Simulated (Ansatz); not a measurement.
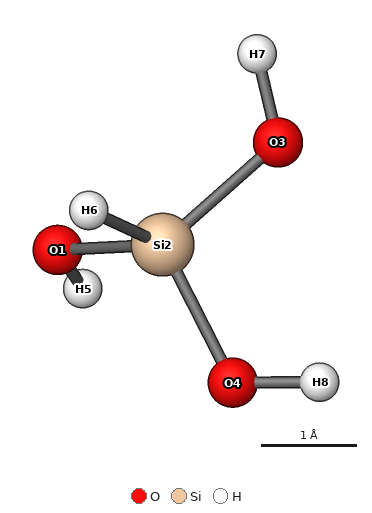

**Figure 1.** The input geometry of run 1 (ball-and-stick view, seen at a tilt; atoms are numbered from 1 in the order of the input).

**SiH4O3: a changed input and its effect**

System: SiH4O3, SMILES O[SiH](O)O.
Method of run 1: RKS SPW92/def2-TZVPP (Ansatz 0.2.0).

The geometry comes from this level: PBE0-D4/def2-TZVP. Text and figures count atoms from 1; the logs count them from 0 in places.

## The input, run 1
```yaml
crystal:
  periodic: [false, false, false]
  atoms:
    - {symbol: O, position_ang: [0.057946, 1.618752, -0.224987]}
    - {symbol: Si, position_ang: [-0.171601, 0.082577, 0.269152]}
    - {symbol: O, position_ang: [1.169263, -0.861099, 0.196528]}
    - {symbol: O, position_ang: [-1.250795, -0.639740, -0.721278]}
    - {symbol: H, position_ang: [0.176846, 1.769777, -1.164462]}
    - {symbol: H, position_ang: [-0.642782, 0.209359, 1.662004]}
    - {symbol: H, position_ang: [1.894934, -0.654956, 0.786827]}
    - {symbol: H, position_ang: [-1.141711, -1.581669, -0.859684]}
basis:
  gaussian: {orbitals: def2-TZVPP}
hamiltonian: {xc: lda}
output: {orbitals: {seedname: orbitals}}
```

Hardware: 2 CPU threads, shared host.

## Output (run 1)
```
Functional definition: SPW92
  exchange = slater_x
  correlation = pw_c
977 factors; their error is unknown
mean field evaluation 1: about -14000.0182 eV, gradient 1.0e2 eV
mean field evaluation 2: about -13943.6179 eV, gradient 2.0e2 eV
mean field evaluation 4: about -14015.4958 eV, gradient 4.4e0 eV
mean field evaluation 8: about -14015.5445 eV, gradient 1.6e-1 eV
mean field evaluation 16: about -14015.5265 eV, gradient 7.9e-5 eV
mean field -14015.52651885 eV, -515.0610995025 hartree, gradient 7.9e-5 eV, S^2 0.000000; 0 other end points of the search recorded, 0 dependent functions left out
reference -14015.52655264 eV, -515.0611007445 hartree; 21, 21 occupied and 170, 170 virtual orbitals, 977 factors
Total energy: -14015.52655264 eV, -515.0611007445 hartree
```

For run 2 the input was changed thus:
```diff
-hamiltonian: {xc: lda}
+hamiltonian: {xc: {name: r2SCANh}, dispersion: d4}
```

Predict how the results change.

The total energies belong to different models, so their difference says nothing on which is more stable or more accurate. The HOMO goes from −7.59 to −8.43 eV. The LUMO goes from −0.26 to 0.86 eV.

## Output (run 2)
```
Functional definition: r2SCANh
  parameter a = 0.1
  parameter k0 = 0.174
  parameter k1 = 0.065
  parameter a1 = 4.9479
  exchange = (1 - a)*r2scan_x(k0 = k0, k1 = k1, a1 = a1) + a*exact_x
  correlation = r2scan_c
977 factors; their error is unknown
mean field evaluation 1: about -14075.7051 eV, gradient 8.8e1 eV
mean field evaluation 2: about -14057.1799 eV, gradient 1.3e2 eV
mean field evaluation 4: about -14087.2644 eV, gradient 2.0e0 eV
mean field evaluation 8: about -14087.2762 eV, gradient 2.3e-1 eV
mean field evaluation 16: about -14087.2762 eV, gradient 2.9e-5 eV
mean field -14087.27620749 eV, -517.6978519264 hartree, gradient 2.9e-5 eV, S^2 0.000000; 0 other end points of the search recorded, 0 dependent functions left out
reference -14087.27621688 eV, -517.6978522716 hartree; 21, 21 occupied and 170, 170 virtual orbitals, 977 factors
Total energy: -14087.30855612 eV, -517.6990407168 hartree
```

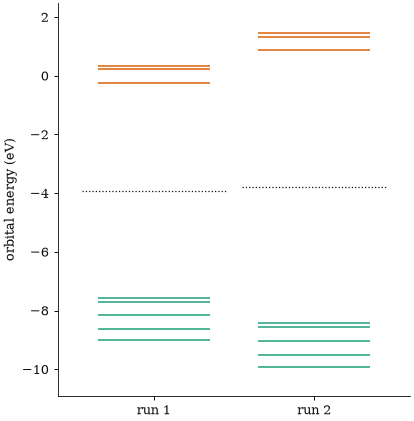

**Figure 2.** The five highest filled and three lowest empty orbital energies of the two runs; the dotted lines part filled from empty levels. The HOMO–LUMO gap is 7.33 eV in run 1 and 9.29 eV in run 2.

## The two runs side by side

```csv
quantity,run 1,run 2
outcome,converged,converged
total energy (hartree),−515.061101,−517.699041
HOMO (eV),−7.59,−8.43
LUMO (eV),−0.26,0.86
basis functions,191,191
wall time (shared host),1.3 s,3.8 s
```
